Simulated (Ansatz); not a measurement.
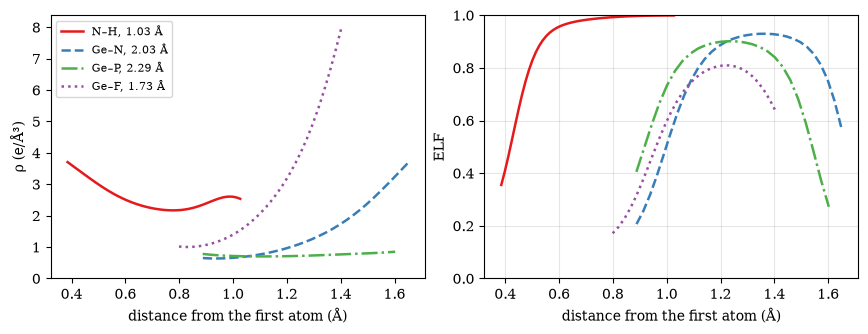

FGeH6NP (charge +1). Electron density and ELF along straight lines between neighbouring atoms. The curves leave out the atomic cores.

Geometry: PBE0-D3(BJ)/def2-SVP.

Computed with isolated molecule in a Gaussian basis; Kohn-Sham density functional theory, functional PBE0 in Ansatz 0.2.0.

The calculation's input:

```
basis:
  gaussian:
    orbitals: def2-TZVPD
crystal:
  periodic: [false, false, false]
  atoms:
    - {symbol: F, position_ang: [0.176561, -1.977221, -0.306739]}
    - {symbol: Ge, position_ang: [-0.107950, -0.391638, 0.316075]}
    - {symbol: N, position_ang: [-1.217146, -1.099589, 1.859994]}
    - {symbol: P, position_ang: [1.717173, 0.606506, 1.270782]}
    - {symbol: H, position_ang: [-2.158883, -0.695146, 1.915530]}
    - {symbol: H, position_ang: [-0.773577, -0.967208, 2.776165]}
    - {symbol: H, position_ang: [-1.327610, -2.112235, 1.715684]}
    - {symbol: H, position_ang: [-1.172527, 0.313954, -0.522378]}
    - {symbol: H, position_ang: [2.552021, -0.460181, 0.818737]}
    - {symbol: H, position_ang: [1.912032, 1.417675, 0.112694]}
total_charge: 1
hamiltonian:
  xc: {name: PBE0}
output: {forces: true, orbitals: {seedname: orbitals}}
```

Command:

```sh
ansatz run input.yaml --threads 2 --pin off --max-ram 4350MiB --events-out events.jsonl --progress --plain --runs-dir runs
```

Question: Compare the contacts.

Answer: N–H (1.03 Å): the density is about 2.9 e/Å³ at the midpoint; the ELF climbs to about 1 towards the hydrogen, as it does in any bond to H; a covalent bond by its length.
Ge–N (2.03 Å): the density is about 0.67 e/Å³ at the midpoint; the ELF peaks at about 0.95 in the valence shell of N, 0.7 Å from its nucleus, and is about 0.55 at the midpoint.
Ge–P (2.29 Å): ρ at the midpoint is about 0.7 e/Å³; the ELF peaks at about 0.90 between the atoms: localised, covalent bonding.
Ge–F (1.73 Å): ρ is about 1 e/Å³ halfway; the ELF peaks at about 0.80 in the valence shell of F, 0.5 Å from its nucleus, and is about 0.25 at the midpoint.
